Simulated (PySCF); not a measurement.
```xyz
10

Si    0.0709   -0.2607   -0.1874
H     1.1163   -0.4720    0.8524
H     0.6056    0.5455   -1.3180
H    -1.0926    0.4496    0.4287
H    -0.4046   -1.5855   -0.6889
N    -2.8767    0.3966   -2.1921
C    -2.1605    1.4122   -2.6751
N    -1.5697    2.3151   -3.1035
H    -2.9096    0.2970   -1.1855
H    -2.8487   -0.4729   -2.7081
```

Geometry: PBE0-D3(BJ)/def2-SVPD.

Level of theory: PySCF, wB97M-D3(BJ)/def2-TZVPD, SCF density, gas phase.

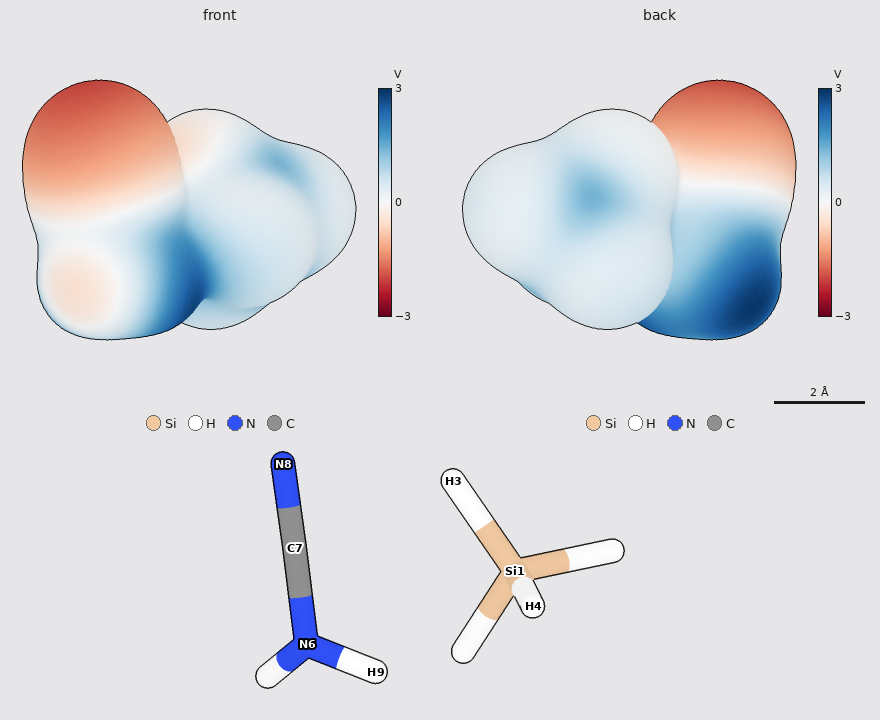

SiH4···CH2N2 (SMILES [SiH4].N#CN). The electrostatic potential painted on the density surface at 0.002 e/bohr³, seen from the front and from behind; red is negative and blue positive. The bare structure is drawn below in the same view.

> Which sites attract a positive test charge, and which a negative one?

A positive charge is drawn to the negative regions and a negative charge to the positive ones. The most negative region (about −2.0 V, or −46 kcal/mol for a unit charge) lies over N8, the most positive (about +2.9 V, or +67 kcal/mol for a unit charge) over H10. N8 is the likeliest acceptor of a hydrogen bond.
